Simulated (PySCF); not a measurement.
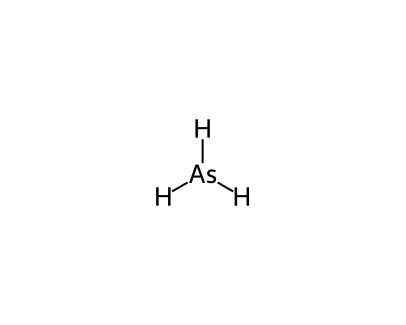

The geometry was computed by an optimisation with GFN2-xTB. No frequency run is at hand to confirm it as a minimum. Method: PBE0/pcSseg-1, gas phase (PySCF 2.14.0).

What does the calculation give?

The species is AsH3 (`[AsH3]`).
- dipole moment: 0.48 D
- HOMO energy (Kohn–Sham orbital): −8.00 eV
- LUMO energy (Kohn–Sham orbital): 0.84 eV
- HOMO–LUMO gap: 8.83 eV

The geometry is semi-empirical. Around As such bond lengths and angles can be off by a tenth of an ångström or more and by several degrees, and values that hang on the shape move with them.
